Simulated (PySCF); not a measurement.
**C₅H₄AlF₃O₂ (SMILES FC(F)=C(F)C1=C[O][AlH2-][O+]=C1): density, localisation and related maps**

```xyz
15

F    -3.8469    0.7491    0.9270
C    -2.6350    0.7814    0.4439
F    -2.4163    1.8580   -0.2761
C    -1.7065   -0.1546    0.6665
F    -2.0739   -1.2319    1.3738
C    -0.3259   -0.1539    0.1813
C     0.2736   -1.3876   -0.1392
O     1.4554   -1.5509   -0.5484
Al    2.7435   -0.2442   -0.9219
O     1.6047    1.1254   -0.3397
C     0.4222    1.0349    0.0883
H    -0.3283   -2.3023   -0.0066
H     3.9409   -0.3856    0.1056
H     2.9234   -0.1341   -2.4929
H    -0.0497    1.9774    0.4120
```

Geometry: PBE0-D3(BJ)/def2-SVP.

All numbers below come from PBE0/pcSseg-1, SCF density, gas phase, non-relativistic in PySCF.

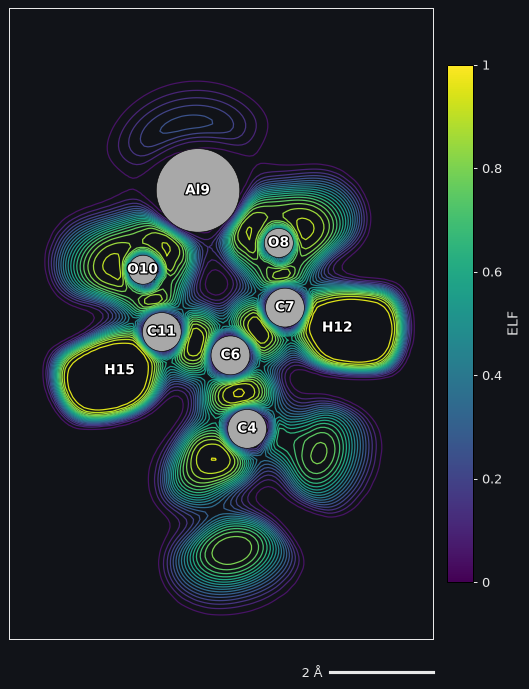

Figure 1. Electron localisation function on the plane of atoms O10, C11 and H15. Grey discs cover the atomic cores.

Read the bonding off the picture.

Atoms in the plane: C, O, Al and H. C–O (1.26 Å): the ELF peaks at about 0.90 between the atoms; a short, strongly polar bond. Al–O (1.87 Å): the ELF peaks at about 0.90 in the valence shell of O, 0.6 Å from its nucleus, and is about 0.50 at the midpoint. C–H (1.10 Å): the ELF climbs to about 1 towards the hydrogen, as it does in any bond to H (an ordinary covalent bond to hydrogen). C–C (1.41 Å): the ELF peaks at about 0.95 between the atoms: localised, covalent bonding. C–C (1.46 Å): the ELF peaks at about 0.95 between the atoms; localised, covalent bonding. The ELF also peaks beside F1, F5, O10 and O8, away from the bonds: lone-pair regions.

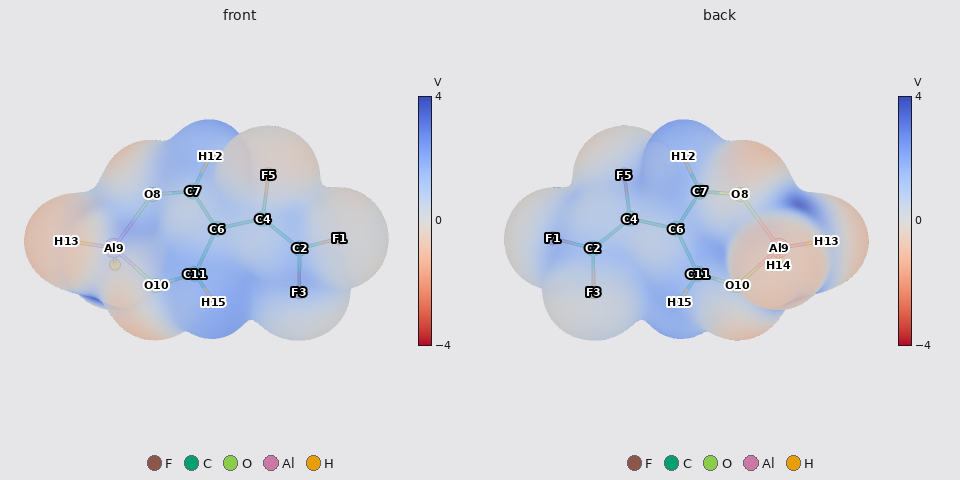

Figure 2. The electrostatic potential painted on the density surface at 0.004 e/bohr³, seen from the front and from behind; red is negative and blue positive.

Describe the electrostatic potential map.

The most negative region (about −0.8 V, or −18 kcal/mol for a unit charge) lies over O8 and O10, the most positive (about +3.1 V, or +71 kcal/mol for a unit charge) over Al9.

How polar is the molecule by this calculation?

Its dipole moment is 2.16 D.
